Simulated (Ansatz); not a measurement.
**C2H7AlO (SMILES C[CH2][AlH][OH]): B3LYP/6-31G(d) (spherical functions)**

Aim: the energy change on altering one bond length of C2H7AlO at B3LYP/6-31G* (spherical functions), from 2 runs. 

Program for the calculation: Ansatz 0.2.0.

61 further runs of the same task are left out: 61 set aside as unsound or not needed.

## Step 1: Starting point

C2H7AlO: 11 atoms, total charge 0, spin state singlet. As SMILES, `C[CH2][AlH][OH]`. Geometry: relaxed at PBE0-D4/def2-TZVP. This is one conformer, not always the lowest.

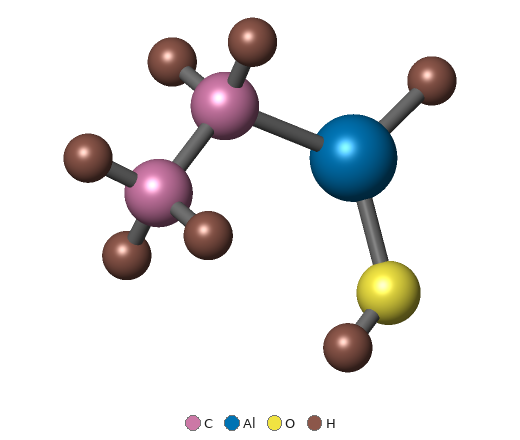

The structure, seen from a chosen angle (carbon pink, aluminium blue, oxygen yellow, hydrogen brown).

## Step 2: The energy at B3LYP/6-31G(d) (spherical functions)

job.yaml reads:

```yaml
crystal:
  periodic: [false, false, false]
  atoms:
    - {symbol: C, position_ang: [-1.111600, 0.829400, 0.106400]}
    - {symbol: C, position_ang: [0.175900, 0.388000, 0.802000]}
    - {symbol: Al, position_ang: [1.254500, -0.947900, -0.137800]}
    - {symbol: O, position_ang: [0.762600, -1.576800, -1.639300]}
    - {symbol: H, position_ang: [-1.791000, -0.011900, -0.058700]}
    - {symbol: H, position_ang: [-1.662600, 1.575000, 0.687600]}
    - {symbol: H, position_ang: [-0.910600, 1.273300, -0.872900]}
    - {symbol: H, position_ang: [-0.049300, -0.010000, 1.800700]}
    - {symbol: H, position_ang: [0.818800, 1.256800, 0.997900]}
    - {symbol: H, position_ang: [2.622300, -1.522700, 0.412400]}
    - {symbol: H, position_ang: [-0.043800, -1.310100, -2.077800]}
basis:
  gaussian:
    orbitals: 6-31G_st_-spherical.json
magnetization:
  spin_polarized: false
hamiltonian:
  xc: {name: B3LYP}
output:
  orbitals: {seedname: orbitals}
accuracy: high
```

The basis set 6-31G* is read from a file made from the Basis Set Exchange's data (not shown).

The run is started by

```sh
$ ansatz run job.yaml --threads 1 --pin off --max-ram 3480MiB --events-out events.jsonl --progress --plain --runs-dir runs
```

The log of the run:

```text
Warning: RAYON_NUM_THREADS=1 ignored (pool sized by the plan → 1); use --threads N
Functional definition: B3LYP
  name "B3LYP"
  parameter a0 = 0.2
  parameter ax = 0.72
  parameter ac = 0.81
  exchange = (1 - a0 - ax)*slater_x + ax*b88_x + a0*exact_x
  correlation = (1 - ac)*vwn_rpa_c + ac*lyp_c
1781 factors; integrals over basis functions are off by at most 3.5e-9 eV
mean field evaluation 1: about -10822.2906 eV, gradient 7.3e1 eV
mean field evaluation 2: about -10799.7896 eV, gradient 1.2e2 eV
mean field evaluation 4: about -10833.1561 eV, gradient 6.8e0 eV
mean field evaluation 8: about -10833.4538 eV, gradient 2.7e-1 eV
mean field evaluation 16: about -10833.4540 eV, gradient 6.3e-6 eV
mean field -10833.45396654 eV, -398.1220900914 hartree, gradient 7.8e-8 eV, S^2 0.000000; 0 other end points of the search recorded, 0 dependent functions left out
reference -10833.45400941 eV, -398.1220916668 hartree; 20, 20 occupied and 54, 54 virtual orbitals, 1781 factors
Total energy: -10833.45400941 eV, -398.1220916668 hartree
```

Wall time 6.3 s (1 thread of Arm Neoverse V2, shared host); peak memory 0.24 GiB.

## Step 3: The distorted shape, same level

job.yaml reads:

```yaml
crystal:
  periodic: [false, false, false]
  atoms:
    - {symbol: C, position_ang: [-1.497879, 0.961830, -0.102296]}
    - {symbol: C, position_ang: [0.175900, 0.388000, 0.802000]}
    - {symbol: Al, position_ang: [1.254500, -0.947900, -0.137800]}
    - {symbol: O, position_ang: [0.762600, -1.576800, -1.639300]}
    - {symbol: H, position_ang: [-2.177279, 0.120530, -0.267396]}
    - {symbol: H, position_ang: [-2.048879, 1.707430, 0.478904]}
    - {symbol: H, position_ang: [-1.296879, 1.405730, -1.081596]}
    - {symbol: H, position_ang: [-0.049300, -0.010000, 1.800700]}
    - {symbol: H, position_ang: [0.818800, 1.256800, 0.997900]}
    - {symbol: H, position_ang: [2.622300, -1.522700, 0.412400]}
    - {symbol: H, position_ang: [-0.043800, -1.310100, -2.077800]}
basis:
  gaussian: {orbitals: 6-31G_st_-spherical.json}
accuracy: high
output: {orbitals: {seedname: orbitals}}
hamiltonian: {xc: {name: B3LYP}}
magnetization: {spin_polarized: false}
```

The basis set 6-31G* is read from a file made from the Basis Set Exchange's data (not shown).

The run is started by

```sh
$ ansatz run job.yaml --threads 1 --pin off --max-ram 3480MiB --events-out events.jsonl --progress --plain --runs-dir runs
```

The log of the run:

```text
Warning: RAYON_NUM_THREADS=1 ignored (pool sized by the plan → 1); use --threads N
Functional definition: B3LYP
  name "B3LYP"
  parameter a0 = 0.2
  parameter ax = 0.72
  parameter ac = 0.81
  exchange = (1 - a0 - ax)*slater_x + ax*b88_x + a0*exact_x
  correlation = (1 - ac)*vwn_rpa_c + ac*lyp_c
1765 factors; integrals over basis functions are off by at most 3.6e-9 eV
mean field evaluation 1: about -10822.3619 eV, gradient 6.8e1 eV
mean field evaluation 2: about -10801.0424 eV, gradient 1.2e2 eV
mean field evaluation 4: about -10831.7978 eV, gradient 6.6e0 eV
mean field evaluation 8: about -10832.0859 eV, gradient 1.1e0 eV
mean field evaluation 16: about -10832.0895 eV, gradient 1.3e-5 eV
mean field -10832.08954714 eV, -398.0719486035 hartree, gradient 1.3e-8 eV, S^2 0.000000; 0 other end points of the search recorded, 0 dependent functions left out
reference -10832.08959068 eV, -398.0719502034 hartree; 20, 20 occupied and 54, 54 virtual orbitals, 1765 factors
Total energy: -10832.08959068 eV, -398.0719502034 hartree
```

Run time: 6.6 s. Hardware: 1 thread of Arm Neoverse V2, shared host; peak memory 0.24 GiB.

## Step 4: Results

At B3LYP/6-31G* (spherical functions):

```
                                                         quantity          value
                                        first shape: total energy  -398.12209 Eh
                                         first shape: HOMO energy       -7.11 eV
                                         first shape: LUMO energy       -0.47 eV
                                       first shape: HOMO–LUMO gap        6.63 eV
                                    distorted shape: total energy  -398.07195 Eh
                                     distorted shape: HOMO energy       -7.26 eV
                                     distorted shape: LUMO energy       -0.43 eV
                                   distorted shape: HOMO–LUMO gap        6.83 eV
energy change with the C1–C2 bond stretched from 1.529 to 1.987 Å       1.364 eV
```

**Reading.** With the C1–C2 bond stretched from 1.529 to 1.987 Å the energy rises by 1.36 eV (132 kJ/mol). The first shape isn't relaxed at this level, so the change isn't measured from a minimum.
